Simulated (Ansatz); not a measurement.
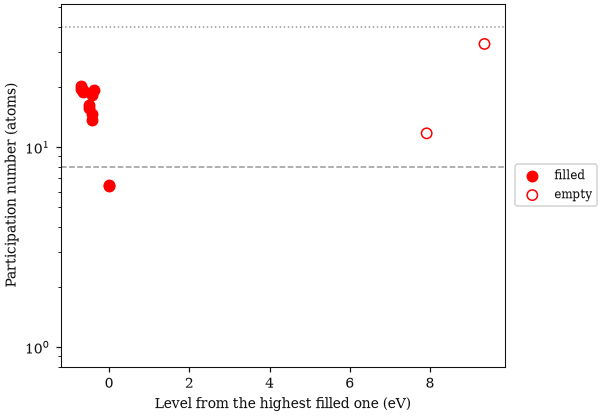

Levels near the gap of a 40-atom cell against the number of atoms over which each spreads (dotted: all atoms; dashed: a fifth of them). Host KMgF₃ with Cd on a site of Mg.

Structure: K₈CdMg₇F₂₄ (defect cell), 40 atoms in the cell.

Computed with Ansatz 0.2.0: DFT, r2SCAN, PAW, plane waves, one k point, (0.25, 0.25, 0.25), 500 eV cutoff.

Question: Which of these levels are localised (under the dashed line)?

Answer: 2 of the 14 levels shown spread over less than a fifth of the cell: 0.00 eV (filled, over about 6 atoms, mostly F) and 0.00 eV (filled, over about 6 atoms, mostly F).

Question: How far apart are the highest filled and the lowest empty level?

Answer: The lowest empty level lies 7.92 eV above the highest filled one.

One k point in a finite cell, so levels carry errors of tenths of an eV.
